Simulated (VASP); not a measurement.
Here is the system:

```
CELL_PARAMETERS angstrom
      3.52631     0.00000     0.00000
     -1.76315     3.05387     0.00000
      0.00000     0.00000     5.53935
ATOMIC_POSITIONS crystal
  Zr 0.33333 0.66667 0.99697
  Zr 0.66667 0.33333 0.49697
  N  0.33333 0.66667 0.37803
  N  0.66667 0.33333 0.87803
```

Calculation: PBEsol GGA, VASP's PBE PAW potentials (set 64) (plane waves; VASP 6.6.1). Numerical set-up: 520 eV cut-off, 11×11×6 Γ-centred mesh, tetrahedra with Blöchl corrections, potentials Zr_sv N.

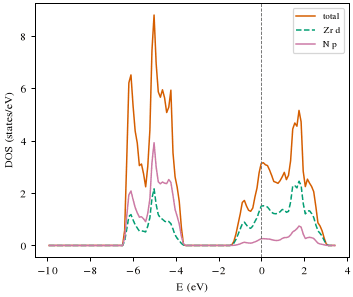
Total and projected density of states, zero at the Fermi level

Within 2 eV below the Fermi level the largest weight inside VASP's projection spheres is Zr d.

It has no gap at this level: it comes out as a metal or semimetal.

The structure was generated: ZrN was put into the wurtzite type (P6_3mc), which need not be its known phase. It was relaxed first, which changed the volume by -35 %.
